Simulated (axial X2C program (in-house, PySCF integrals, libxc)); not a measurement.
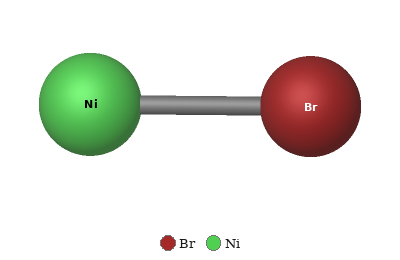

The molecule at the reference distance of 2.330 Å.

# Relativistic diatomic calculation, with input and output: BrNi⁻

- system: BrNi⁻. The reference is closed-shell BrNi⁻; the roots are vertical excitation energies. The distance is the PBE0 minimum at charge −1.
- method: EOM-EE-CCSD, two-component X2C with atomic mean-field Coulomb and Gaunt terms, Br dyall-acv3z, Ni dyall-acv3z (cores contracted) (axial X2C program (in-house, PySCF integrals, libxc))

### Log
```
two-component X2C + atomic mean field  HF
basis functions 239  fitting functions 1283  grid points 5801
iter        total energy     max residual
   1      -4122.198991345     2.06e-01
   2      -4122.246996778     1.75e-02
   3      -4122.257776766     2.64e-02
   4      -4122.264534464     1.40e-02
   5      -4122.276497286     1.19e-02
   6      -4122.293013007     7.73e-03
   7      -4122.306875697     5.48e-03
   8      -4122.307730582     8.66e-03
   9      -4122.311610464     4.53e-03
  10      -4122.312186713     4.48e-03
  11      -4122.312718213     8.36e-03
  12      -4122.312938863     8.31e-03
  13      -4122.314546993     8.16e-03
  14      -4122.318210423     5.87e-03
  15      -4122.320143624     4.25e-03
  16      -4122.321006458     8.49e-04
  17      -4122.321253089     3.34e-04
  18      -4122.321258156     8.20e-04
  19      -4122.321260775     8.13e-04
  20      -4122.321257493     8.63e-04
  21      -4122.321277336     3.77e-04
  22      -4122.321281604     1.27e-04
  23      -4122.321282923     3.93e-05
  24      -4122.321282963     2.55e-05
  25      -4122.321282989     2.49e-05
  26      -4122.321282993     7.56e-06
  27      -4122.321282994     6.67e-06
  28      -4122.321282995     4.71e-06
  29      -4122.321282996     4.22e-06
  30      -4122.321282998     3.44e-06
  31      -4122.321282999     2.75e-06
  32      -4122.321282999     1.66e-06
converged
one-electron -6186.83925694  Coulomb 1997.07294594  exact exchange -153.68467574  xc functional 0.00000000  nuclear repulsion 222.57238914  atomic mean-field constant -1.44268541
correlated 18  virtual 326  natural virtual 84  E(MP2) -0.565294964  MP2 remainder -0.157510867
iter   CCSD correlation   residual
   1     -0.398417350   1.94e-01
   2     -0.415859623   1.16e-01
   3     -0.425930470   8.63e-02
   4     -0.432194193   6.30e-02
   5     -0.439893399   4.55e-02
   6     -0.442520589   2.91e-02
   7     -0.444202476   2.16e-02
   8     -0.445611870   1.46e-02
   9     -0.445915314   9.64e-03
  10     -0.446246724   5.98e-03
  11     -0.446285697   3.82e-03
  12     -0.446341232   2.72e-03
  13     -0.446344152   2.13e-03
  14     -0.446337200   1.82e-03
  15     -0.446326726   1.48e-03
  16     -0.446302758   1.15e-03
  17     -0.446288036   8.85e-04
  18     -0.446278356   6.87e-04
  19     -0.446272159   5.49e-04
  20     -0.446269939   4.16e-04
  21     -0.446264108   3.13e-04
  22     -0.446255939   2.31e-04
  23     -0.446248006   1.69e-04
  24     -0.446237831   1.32e-04
  25     -0.446232009   9.69e-05
  26     -0.446228487   7.80e-05
  27     -0.446226088   6.60e-05
  28     -0.446225270   5.47e-05
  29     -0.446224749   4.73e-05
  30     -0.446224565   4.16e-05
  31     -0.446224086   3.69e-05
  32     -0.446223588   3.15e-05
  33     -0.446223306   2.56e-05
  34     -0.446223196   2.09e-05
  35     -0.446223477   1.63e-05
  36     -0.446223909   1.25e-05
  37     -0.446224308   9.77e-06
  38     -0.446224629   7.65e-06
  39     -0.446224769   6.12e-06
  40     -0.446224836   5.08e-06
  41     -0.446224863   4.24e-06
  42     -0.446224866   3.55e-06
(T) -0.012357807372968686  T1 0.1298  D1 0.3821  max T2 0.106
EOM-EE-CCSD roots
2*Omega      energy/Eh   energy/eV  one-particle weight
    0       0.01793508      0.4880      0.908
    0       0.03820039      1.0395      0.862
    0       0.05101858      1.3883      0.885
    0       0.07685021      2.0912      0.946
    0       0.07730150      2.1035      0.923  not converged
    2       0.01778197      0.4839      0.922
    2       0.02861653      0.7787      0.912
    2       0.04942036      1.3448      0.835
    2       0.07515185      2.0450      0.861  not converged
    4       0.02167265      0.5897      0.944
    4       0.05010841      1.3635      0.857
    4       0.06895725      1.8764      0.838  not converged
    6       0.03271337      0.8902      0.879
```

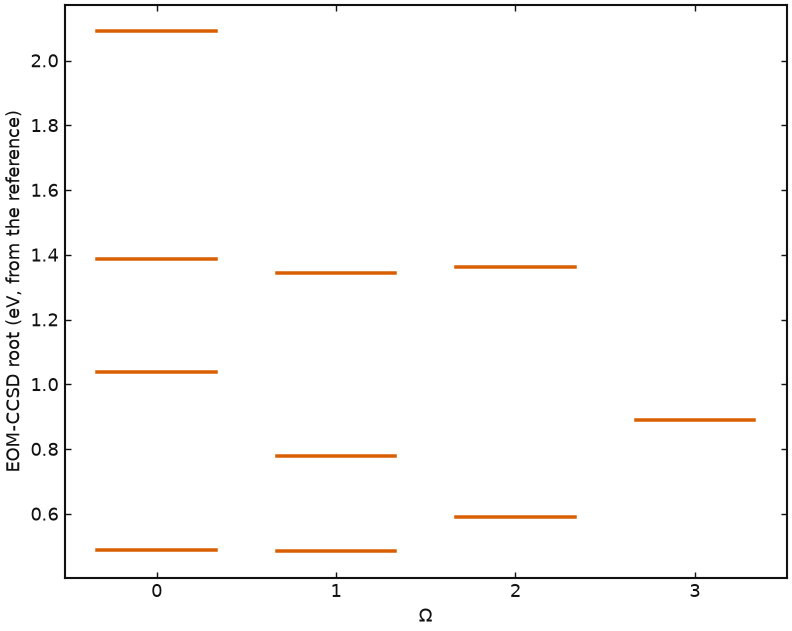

EOM-CCSD roots by Ω at 2.33 Å. The lowest has Ω = 1 and lies at 0.484 eV, with one-particle weight 0.92.

### Input file
```
{"zs": [35, 28], "q": -1, "bas": ["dyall-acv3z", "dyall-acv3z"], "r0": 2.24, "eom": "ee", "thr": -2.0, "nmax": 88}
```

The line is the task of a batch: nuclear charges, charge, bases, a first guess of the distance and further settings. This report covers the levels named above. The log is that of the reference distance 2.33 Å.

The run was one of a batch that the task file lists, launched with:
```bash
python <driver script> task.json out
```

### Summary

```
                                                                                                           quantity                                                                 value
                                                                                                            outcome                                                             converged
                                                                                   HF energy of the reference BrNi⁻                                                   −4122.32128 hartree
                                                                                  MP2 energy of the reference BrNi⁻                                                   −4122.88658 hartree
CCSD energy of the reference BrNi⁻ (with the MP2 share of the virtual spinors left out of the coupled-cluster step)                                                   −4122.92502 hartree
                                                                              CCSD(T) energy of the reference BrNi⁻                                                   −4122.93738 hartree
                                           T1 diagnostic (spinor form; for a closed shell √2 times the usual value)                                                                 0.130
                                                                                                           hardware  1 thread of Arm Neoverse V1, 24 GiB of memory available, shared host
                                                                                                          wall time                                                               2.5 min
                                                                                                        peak memory                                                               1.1 GiB
```

### Notes

Limits: some roots did not converge.
